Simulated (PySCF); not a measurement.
System: O2 (charge −1, doublet).

```xyz
2

O     0.0000    0.0000   -0.6635
O     0.0000    0.0000    0.6635
```

The calculation used PBE0/aug-cc-pVDZ(-PP), non-relativistic Hamiltonian with scalar-relativistic core potentials where named, at a bond length of 1.327 Å (PySCF 2.14.0).

**What can the converged electron density, electron localisation function and spin density tell about the bonding?**

O–O (1.33 Å): the density is about 2.6 e/Å³ at the midpoint; the ELF peaks at about 0.80 between the atoms; a covalent bond.
The unpaired spin (1 electron) lies mostly on O1 (about 0.5) and O2 (about 0.5), in electrons by Hirshfeld's partition.

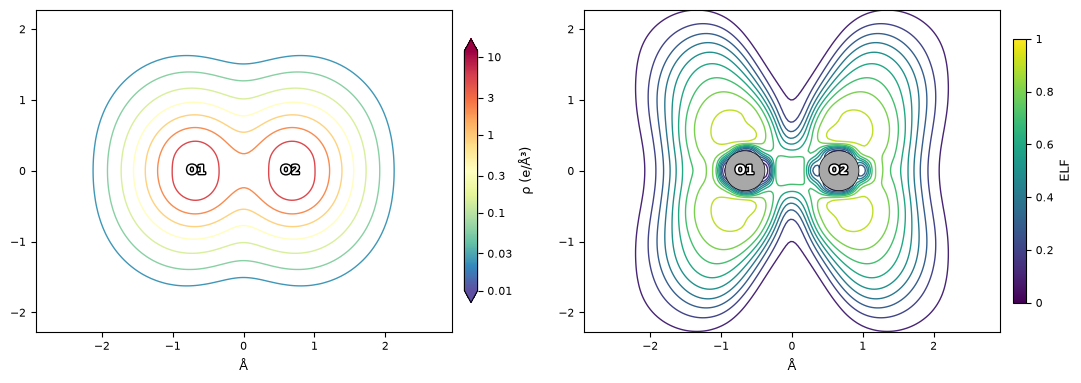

Computed electron density and electron localisation function on a plane that holds the molecular axis, in this order. Grey discs cover the atomic cores in the ELF map. 
